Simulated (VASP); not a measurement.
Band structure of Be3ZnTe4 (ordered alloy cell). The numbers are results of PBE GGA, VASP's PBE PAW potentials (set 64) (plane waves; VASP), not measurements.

Unless said otherwise, spin-orbit coupling is left out, though it shifts the bands of the heavy elements here.

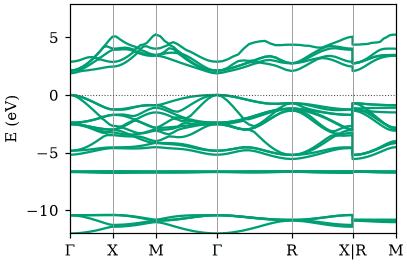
Fig. 1. Bands along high-symmetry lines, zero at the valence-band maximum or, without a gap, the Fermi level

Task: Read the plot: is there a gap, and where are the band edges?

Result: The gap is direct, 1.87 eV, from the valence maximum at Γ to the conduction minimum at Γ. (Edges off the drawn lines would not show.)

The structure was generated: Be3ZnTe4 was put into an ordered model structure (P-43m), which need not be its known phase. It was relaxed first.
